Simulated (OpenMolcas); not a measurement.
**SiCl₂: energy and gradient calculation (part 1 of 2)**

SiCl₂, SMILES Cl[Si]Cl, computed with revPBE/cc-pVTZ, RKS (OpenMolcas 26.06).

The geometry comes from this level: PBE0-D4/def2-TZVP.

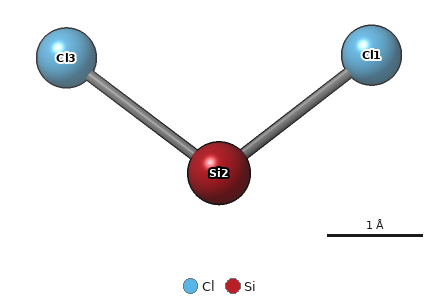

The structure as given in the input (ball-and-stick view, seen at a tilt; atoms are numbered from 1 in the order of the input).

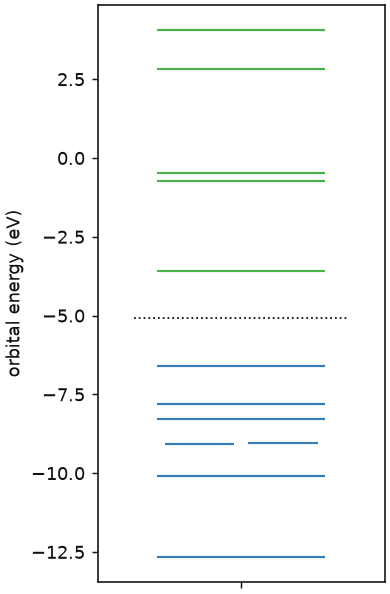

Orbital energies near the frontier; the dotted line parts filled from empty levels, and levels within 0.02 eV of each other stand side by side. Highest filled −6.60 eV, lowest empty −3.57 eV, 3.03 eV apart.

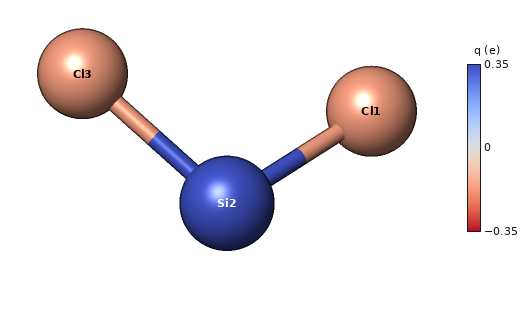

Mulliken charges, as the colour of each atom (ball-and-stick view, seen at a tilt; atoms are numbered from 1 in the order of the input). By element: Cl −0.17 and Si +0.34 e.

The input that produced these results follows, with the program's output.

Input
```
&GATEWAY
  BasLib=$CurrDir
  Coord
  3
  angstrom
  Cl       0.293800       1.603800       0.338000
  Si      -0.770100      -0.010400      -0.422000
  Cl       0.476300      -1.593400       0.084000
  Basis=cc-pVTZ
  Group=NoSym

&SEWARD
  GridInput
  Grid=UltraFine
  End of Grid

&SCF
  KSDFT=revPBE
  Thresholds=1e-10 1e-07 1e-07 1e-05
  PrOrbitals=1 2

&ALASKA
```

Launched with:
```bash
export MOLCAS_MEM=1860
pymolcas job.inp > job.log
```

The program's output
```
--- Start Module: gateway ---

                                              &GATEWAY

                       available to each process: 1.9 GB of memory, 1 thread

 Basis Set     1 Label: CL.CC-PVTZ
 Basis set is read from library:.
 basistype.tbl is not found

 Basis Set     2 Label: SI.CC-PVTZ
 Basis set is read from library:.
 basistype.tbl is not found

 Basis Set     3 Label: CL.CC-PVTZ
 Basis set is read from library:.
 basistype.tbl is not found

++    Symmetry information:
      ---------------------

                    Character Table for C1

                             E
                    a        1  x, y, xy, Rz, z, xz, Ry, yz, Rx, I
--

++    Basis set information:
      ----------------------

      Basis set label: CL.CC-PVTZ.........

      Electronic valence basis set:
      ------------------
      Associated Effective Charge  17.000000 au
      Associated Actual Charge     17.000000 au
      Nuclear Model: Point charge

      Shell  nPrim  nBasis  Cartesian Spherical Contaminant
         s      15       5        X
         p       9       4        X
         d       2       2                 X
         f       1       1                 X

      Basis set label: SI.CC-PVTZ.........

      Electronic valence basis set:
      ------------------
      Associated Effective Charge  14.000000 au
      Associated Actual Charge     14.000000 au
      Nuclear Model: Point charge

      Shell  nPrim  nBasis  Cartesian Spherical Contaminant
         s      15       5        X
         p       9       4        X
         d       2       2                 X
         f       1       1                 X

      Basis set label: CL.CC-PVTZ.........

      Electronic valence basis set:
      ------------------
      Associated Effective Charge  17.000000 au
      Associated Actual Charge     17.000000 au
      Nuclear Model: Point charge

      Shell  nPrim  nBasis  Cartesian Spherical Contaminant
         s      15       5        X
         p       9       4        X
         d       2       2                 X
         f       1       1                 X
--

++    Molecular structure info:
      -------------------------

                    ************************************************
                    **** Cartesian Coordinates / bohr, angstrom ****
                    ************************************************

     Center  Label                x              y              z                     x              y              z
        1      CL1              0.555202       3.030743       0.638727              0.293800       1.603800       0.338000
        2      SI2             -1.455278      -0.019653      -0.797464             -0.770100      -0.010400      -0.422000
        3      CL3              0.900077      -3.011090       0.158737              0.476300      -1.593400       0.084000

                    ***************************************
                    *    InterNuclear Distances / bohr    *
                    ***************************************

               1 CL1           2 SI2           3 CL3
    1 CL1      0.000000
    2 SI2      3.925505        0.000000
    3 CL3      6.070673        3.925648        0.000000

                    *******************************************
                    *    InterNuclear Distances / angstrom    *
                    *******************************************

               1 CL1           2 SI2           3 CL3
    1 CL1      0.000000
    2 SI2      2.077288        0.000000
    3 CL3      3.212462        2.077363        0.000000
--

            Nuclear Potential Energy            168.86200630 au

--- Stop Module: gateway /rc=_RC_ALL_IS_WELL_ ---

--- Start Module: seward ---

                                              &SEWARD

                       available to each process: 1.9 GB of memory, 1 thread

               SEWARD will generate:
                  Multipole Moment integrals up to order  2
                  Kinetic Energy integrals
                  Nuclear Attraction integrals (point charge)
                  One-Electron Hamiltonian integrals
                  Velocity integrals
                  Orbital angular momentum around (  0.1039   0.0014   0.0569 )
                  Velocity quadrupole around (  0.1039   0.0014   0.0569 )
                  Two-Electron Repulsion integrals

                   Integrals are discarded if absolute value <: 1.00E-14
                   Integral cutoff threshold is set to       <: 1.00E-16

            Nuclear Potential Energy            168.86200630 au

      Basis set specifications :
      Symmetry species         a
      Basis functions          102

--- Stop Module: seward /rc=_RC_ALL_IS_WELL_ ---
--- Module seward spent 4 seconds ---

--- Start Module: scf ---

                                                &SCF

                       available to each process: 1.9 GB of memory, 1 thread

 ###############################################################################
 ###     Minimized-density-differences option turned off!                    ###
 ###############################################################################
++    Input section:
      --------------

      Header of the integral files:

      Cartesian coordinates in angstrom:
      -----------------------------------------------------
      No.  Label        X            Y            Z
      -----------------------------------------------------
       1   CL1        0.29380000   1.60380000   0.33800000
       2   SI2       -0.77010000  -0.01040000  -0.42200000
       3   CL3        0.47630000  -1.59340000   0.08400000
      -----------------------------------------------------
      Nuclear repulsion energy =  168.86200630
--

++    Orbital specifications:
      -----------------------

      Symmetry species               1
                                     a
      Frozen orbitals                0
      Occupied orbitals             24
      Secondary orbitals            78
      Deleted orbitals               0
      Total number of orbitals     102
      Number of basis functions    102
--

      Molecular charge                           0.000

      Numerical integration parameters
      --------------------------------
      Radial quadrature type:                         MHL
      Size of radial grid:                            99
      Lebedev angular grid:                           41
      Angular grid pruned with the crowding factor:  1.00E+10
                                 and fading factor:  1.00E+01
      Screening threshold for integral computation:   1.00E-11
      Radial quadrature accuracy:                     1.00E-25
      Maximum batch size:                             128
      AO values are stored on disk
      The same grid will be used for all iterations.

      DFT functional specifications
      -----------------------------
      Using Libxc version: 6.2.2
      Please cite the following reference:
      S. Lehtola, C. Steigemann, M. J.T. Oliveira, and M. A.L. Marques.,  SoftwareX 7, 1–5 (2018) doi:10.1016/j.softx.2017.11.002

      * Revised PBE from Zhang & Yang
        - Y. Zhang and W. Yang.,  Phys. Rev. Lett. 80, 890 (1998) doi:10.1103/PhysRevLett.80.890
      * Perdew, Burke & Ernzerhof
        - J. P. Perdew, K. Burke, and M. Ernzerhof.,  Phys. Rev. Lett. 77, 3865 (1996) doi:10.1103/PhysRevLett.77.3865
        - J. P. Perdew, K. Burke, and M. Ernzerhof.,  Phys. Rev. Lett. 78, 1396 (1997) doi:10.1103/PhysRevLett.78.1396

++    Optimization specifications:
      ----------------------------

      SCF Algorithm: Conventional
      D(i)-D(i-1) density differences are used
      Number of density matrices in core                 5
      Maximum number of NDDO SCF iterations            400
      Maximum number of HF SCF iterations              400
      Threshold for SCF energy change             1.00E-10
      Threshold for density matrix                1.00E-07
      Threshold for Fock matrix                   1.00E-07
      Threshold for linear dependence             1.00E-09
      Threshold at which DIIS is turned on        1.50E-01
      Maximum depth in the DIIS procedure                5
      Maximum depth in the BFGS Hessian update          30
      Threshold at which QNR/C2DIIS is turned on  7.50E-02
      Threshold for Norm(delta) (QNR/C2DIIS)      1.00E-05
      All orbitals punched on: SCFORB
--

      Input vectors read from INPORB
      Orbital file label: *Guess orbitals

++ Convergence information
                                   REVPBE     iterations: Energy and convergence statistics

Iter     Tot. REVPBE     One-elec.       Two-elec.     Energy      Max Dij or  Max Fij      DNorm      TNorm      AccCon     Time
         Energy          Energy          Energy        Change      Delta Norm                                                in Sec.

 The total and one-electron energies are shifted by a value of      1000. a.u.

   1  -209.585125647 -1083.422185484   704.975053533   0.00E+00    4.12E-01*   2.11E-01*    9.93E+00   2.41E+02   None         1.
   2  -209.469806163 -1087.885005750   709.553193283   1.15E-01*   2.22E-01*   5.72E-02*    3.97E+00   2.42E+02   EDIIS        1.
   3  -209.769757963 -1086.663043936   708.031279669  -3.00E-01*   3.43E-01*   2.97E-02*    1.57E+00   2.42E+02   EDIIS        1.
   4  -209.723578421 -1083.256580653   704.670995929   4.62E-02*   7.76E-02*   1.86E-02*    1.39E+00   2.41E+02   EDIIS        1.
   5  -209.780566840 -1084.777122491   706.134549346  -5.70E-02*   2.53E-02*   5.17E-03*    4.23E-01   2.42E+02   c2DIIS       1.
   6  -209.783351854 -1085.764229265   707.118871106  -2.79E-03*   3.09E-02*   4.31E-03*    1.57E-01   2.42E+02   QNRc2DIIS    1.
   7  -209.782925243 -1085.184033411   706.539101864   4.27E-04*   1.92E-02*   6.68E-03*    1.79E-01   2.42E+02   QNRc2DIIS    1.
   8  -209.783734857 -1085.384886969   706.739145808  -8.10E-04*   4.13E-03*   1.36E-03*    1.05E-01   2.42E+02   QNRc2DIIS    1.
   9  -209.783766240 -1085.478856283   706.833083739  -3.14E-05*   2.84E-04*   8.79E-05*    2.27E-02   2.42E+02   QNRc2DIIS    1.
  10  -209.783766393 -1085.475244202   706.829471504  -1.54E-07*   5.98E-05*   2.42E-05*    1.41E-03   2.42E+02   QNRc2DIIS    1.
  11  -209.783766402 -1085.475121163   706.829348456  -8.75E-09*   1.15E-05*   2.72E-06*    3.19E-04   2.42E+02   QNRc2DIIS    1.
  12  -209.783766402 -1085.475183736   706.829411029  -1.68E-10*   2.40E-06    4.82E-07*    8.53E-05   2.42E+02   QNRc2DIIS    1.
  13  -209.783766402 -1085.475151648   706.829378941  -3.64E-12    7.70E-07    2.15E-07*    2.07E-05   2.42E+02   QNRc2DIIS    1.
  14  -209.783766402 -1085.475158236   706.829385529  -1.82E-12    3.44E-07    1.10E-07*    5.23E-06   2.42E+02   QNRc2DIIS    1.
  15  -209.783766402 -1085.475158933   706.829386226  -1.36E-12    4.25E-08    1.48E-08     1.91E-06   2.42E+02   QNRc2DIIS    1.

       Convergence after  15 Iterations
--

 *****************************************************************************************************************************
 *                                             SCF/KS-DFT Program, Final results                                             *
 *                                                       Final Results                                                       *
 *****************************************************************************************************************************
```
